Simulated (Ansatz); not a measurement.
# InPb3C: relaxing a made-up structure, part 2 of 2

Starting from a made-up structure for InPb3C, the aim is the relaxed cell, its shortest contacts and, where a second run follows, its electronic structure.

Ansatz 0.2.0; DFT, r2SCAN, plane-wave PAW, files of the set soft_1, scalar-relativistic, no spin, cell and ions relaxed at zero pressure; PAW set soft_1 (the session's first sound run).

So far: Set-up; Relaxation of the guess. The relaxed cell has a = 5.084 Å (conventional setting).

### Step 3. Electronic structure of the relaxed cell

With the geometry fixed, one more self-consistent run, with a narrower smearing and the mesh shown in its input, gives the bands, and its pressure, and its forces where symmetry allows any, show how far the geometry depends on these settings.

This step: DFT, r2SCAN, plane-wave PAW, files of the set soft_1, scalar-relativistic, no spin, bands and density of states at the relaxed cell; PAW set soft_1 (Ansatz 0.2.0).

input.yaml

```yaml
crystal:
  lattice:
    - [5.0835164895, 0.0, 0.0]
    - [0.0, 5.0835164895, 0.0]
    - [0.0, 0.0, 5.0835164895]
  atoms:
    - { symbol: Pb, position: [0.0, 0.5, 0.5] }
    - { symbol: Pb, position: [0.5, 0.0, 0.5] }
    - { symbol: Pb, position: [0.5, 0.5, 0.0] }
    - { symbol: In, position: [0.0, 0.0, 0.0] }
    - { symbol: C, position: [0.5, 0.5, 0.5] }
kpoints:
  mp_grid: { grid: [6, 6, 6] }
  band_path:
    path:
      - [[0.0, 0.0, 0.0], [0.0, 0.5, 0.0], [0.5, 0.5, 0.0], [0.0, 0.0, 0.0], [0.5, 0.5, 0.5], [0.0, 0.5, 0.0]]
      - [[0.5, 0.5, 0.0], [0.5, 0.5, 0.5]]
    npoints: 13
scf:
  occupations: { method: fermi_dirac, width: 0.03 }
  n_extra_bands: 9
hamiltonian:
  xc: r2scan
  pseudopotentials: { kind: paw, azcp: { folder: soft_1 } }
output:
  forces: true
  stress: true
  write_bands: true
  dos: { projected: true }
  write_density: true
  write_potential: true
  elf: true
  volumetric_format: npy
```

Command:

```
$ ansatz run input.yaml --threads 4 --pin off --max-ram 8192MiB --backend cpu --events-out ev --progress --plain --runs-dir out
```

Numbers of over 12 decimals in the logs are rounded to 6 here.

The program printed:

```text
[...]
Crystal: 5 atoms, lattice volume = 131.369 Å³
Basis set: ecut = 500 eV, 3287 PW (Γ), exchange–correlation on 160×160×160 points (64 copies of the dense FFT grid, shifted against one another)
Bands: 39, of which v1, the nominal top of the filled ones, is band 30 counted from 1 (29 counted from 0)
Symmetry: 48 space group operations
[...]
k-points: 20 of 216
[...]
SCF iter   1: F=—  HF=-41629.050351 eV  |F-HF|=—  |Δ(HF+E_count)|=         —  Δρ=4.32e-2  dr2=5.35e0  dr2_τ=2.28e-1  ethr=3.10e-3  ⟨swp⟩=7.2  Hψ=3486  notcnv=0
[...]
SCF iter  10: F=-41627.850220 eV  HF=-41627.850220 eV  |F-HF|=1.25e-8  |Δ(HF+E_count)|=   1.03e-7  Δρ=2.69e-6  dr2=1.50e-8  dr2_τ=4.03e-10  ethr=1.69e-10  ⟨swp⟩=16.8  Hψ=5723  notcnv=0
SCF 1 converged in 10 iterations: F = -41627.850220 eV  dr2 = 1.50e-8
[...]
NSCF: frozen V_eff on 80 k-points
SCF converged after 10 iterations
Free energy (F): -41627.850220 eV
[...]
Internal energy: -41627.836879 eV  (E = F + TS)
E sigma→0 (E₀):  -41627.843549 eV
Entropy (-TS):   -0.013341 eV (-2.668 meV/atom)
Fermi energy:    9.773539 eV
[...]
--- Stress (GPa, compression-positive) ---
        0.045631       0.000000       0.000000
        0.000000       0.045631       0.000000
        0.000000       0.000000       0.045631
  P = ⅓ Tr σ = 0.0456 GPa (0.456 kbar)
--- Band table (eV; the first three rows and the last of 20) ---
  k-point 0: bands = [... 26 lower, 5.4946, 7.5211, 9.8880, 9.8880, 9.8880, 12.0991, 12.0991, 12.0991, ... 5 higher]
  k-point 1: bands = [... 26 lower, 6.8206, 6.8877, 9.8100, 9.8100, 10.6255, 11.5099, 11.8430, 11.8430, ... 5 higher]
  k-point 2: bands = [... 26 lower, 5.9498, 9.1615, 9.4635, 9.4635, 10.7254, 11.6688, 11.6688, 11.8034, ... 5 higher]
  k-point 19: bands = [... 26 lower, 6.3421, 6.3421, 11.3415, 11.3415, 11.3415, 12.4984, 14.8554, 14.8554, ... 5 higher]
```

Run time: 6 s. Hardware: 4 threads of AMD EPYC 9B14 (Zen 4), shared host; peak memory 0.86 GiB; 20 s of CPU time.

This step gave:

| Item | Value |
| --- | --- |
| free energy | -41627.8502 eV |
| smearing term TS | 0.01334 eV |
| Fermi energy | 9.774 eV |
| pressure | 0.04563 GPa |

bands.tsv at the labelled points (eV, zero at the Fermi level; the bands that come nearest the Fermi level along the path):

```
point  band 26  band 27  band 28  band 29  band 30  band 31  band 32  band 33
    Γ    -4.28    -4.28    -2.25     0.11     0.11     0.11     2.33     2.33
    X    -3.65    -3.65    -0.58    -0.58     0.65     1.17     1.95     1.95
    M    -3.16    -0.57    -0.57     0.39     0.71     0.71     1.37     1.37
    Γ    -4.28    -4.28    -2.25     0.11     0.11     0.11     2.33     2.33
    R    -3.43    -3.43    -3.43     1.57     1.57     1.57     2.72     5.08
    X    -3.65    -3.65    -0.58    -0.58     0.65     1.17     1.95     1.95
    M    -3.16    -0.57    -0.57     0.39     0.71     0.71     1.37     1.37
    R    -3.43    -3.43    -3.43     1.57     1.57     1.57     2.72     5.08
```

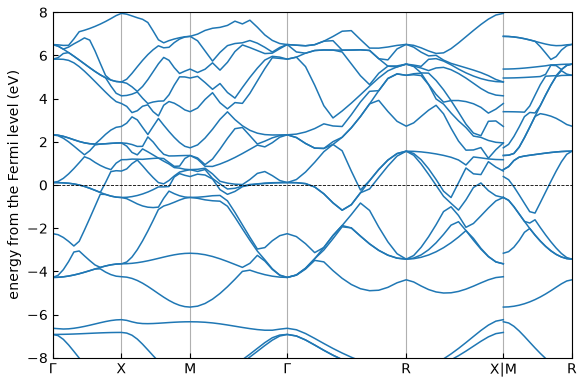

Bands along the path. 21 bands lie wholly below the window drawn.

Counts of states for the cell as run, both spins, by energy window (eV from the Fermi level):

```
from  to  total
  -8  -7   1.82
  -7  -6   1.12
  -6  -5   0.47
  -5  -4   1.45
  -4  -3   1.14
  -3  -2   2.67
  -2  -1   1.73
  -1   0   3.45
   0   1   2.23
   1   2   2.96
   2   3   2.47
   3   4   2.39
   4   5   2.34
   5   6   3.04
```

A further 45.1 states lie below the table's range.

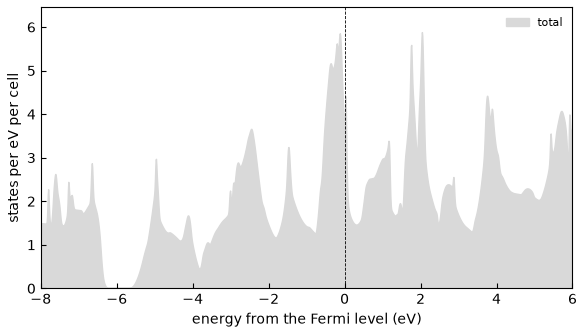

Total density of states, smoothed over about 0.04 eV.

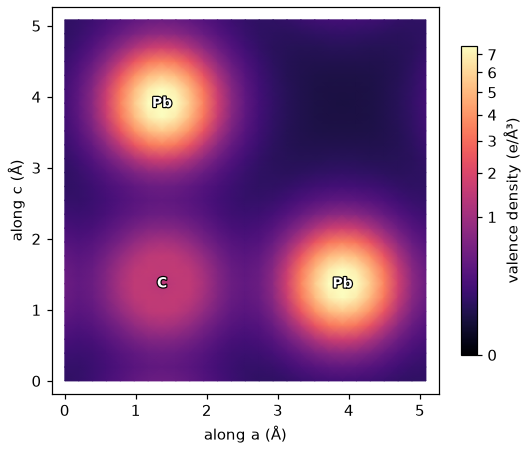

Valence density in the ac plane at fractional y = 0.500, with atoms of Pb and C within 0.2 Å of it. It is the smooth field of the valence electrons, not physical close to the nuclei. The map starts off the cell's origin, so that atoms lie inside it. The colour scale is stretched toward low values.

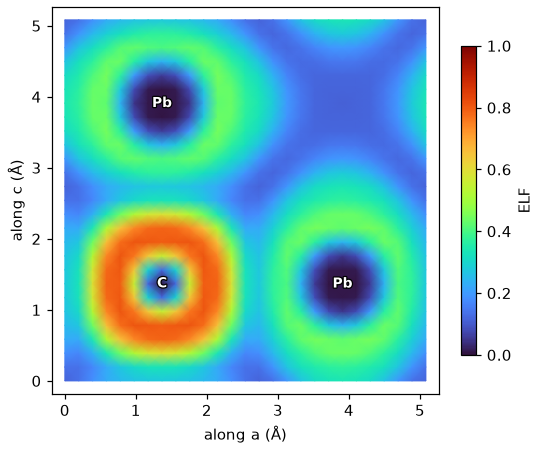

ELF in the ac plane at fractional y = 0.500, with atoms of Pb and C within 0.2 Å of it. It is the smooth field of the valence electrons, not physical close to the nuclei. The map starts off the cell's origin, so that atoms lie inside it.

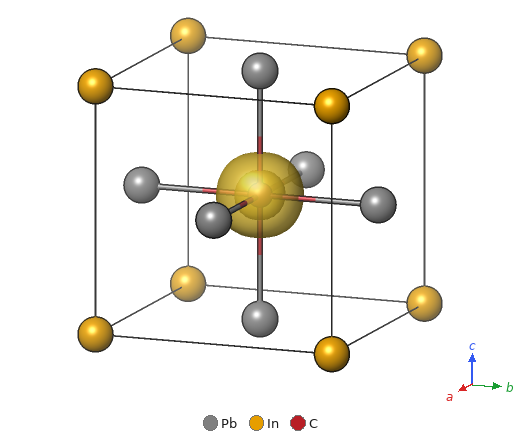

Surface of ELF = 0.73.

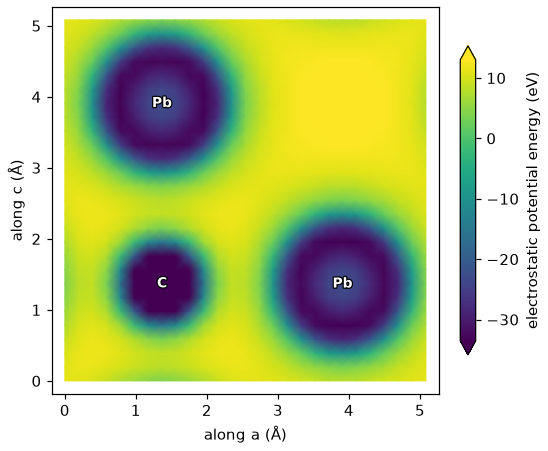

Electrostatic potential energy in the ac plane at fractional y = 0.500, with atoms of Pb and C within 0.2 Å of it. With pseudopotentials it is smooth inside the atoms' cores, unlike the true potential. The map starts off the cell's origin, so that atoms lie inside it.

### Step 4. Results

```json
{
  "space group, relaxed": "Pm-3m",
  "conventional cell": "a = 5.084, b = 5.084, c = 5.084 Å; α = 90.0°, β = 90.0°, γ = 90.0°",
  "volume per atom": "26.27 Å³ (guess 24.58)"
}
```

InPb3C relaxes to Pm-3m with a = 5.084, b = 5.084 and c = 5.084 Å. The guessed volume was 6 % too small. The space group Pm-3m was held in the relaxation, so the end point is a stationary structure within it and may be a saddle against distortions or other arrangements. Bands cross the Fermi level, so it is a metal or semimetal at this level. The electron count is odd, which forces that without spin polarisation or a larger cell. On the 6×6×6 mesh with the narrower smearing (relaxed on 6×6×6) the forces vanish, as symmetry may demand, and the largest stress component is 0.046 GPa, within the relaxation's thresholds of 0.015 eV/Å and 0.05 GPa. The cutoff wasn't tested. Spin-orbit coupling is left out, which can matter for elements this heavy. No dispersion term is used, so weakly bound directions may come out too long. Nothing here tests whether the compound is stable against decomposition.

[Logs are printed without paths, hosts, clocks, repeated set-up lines and the standing remarks that a program may print on its own settings, such as how far it seeks lower states.]

[Hosts, paths, dates, database ids (printed as entryN), source tags and the programs' standing remarks are cut or masked in the printed files.]
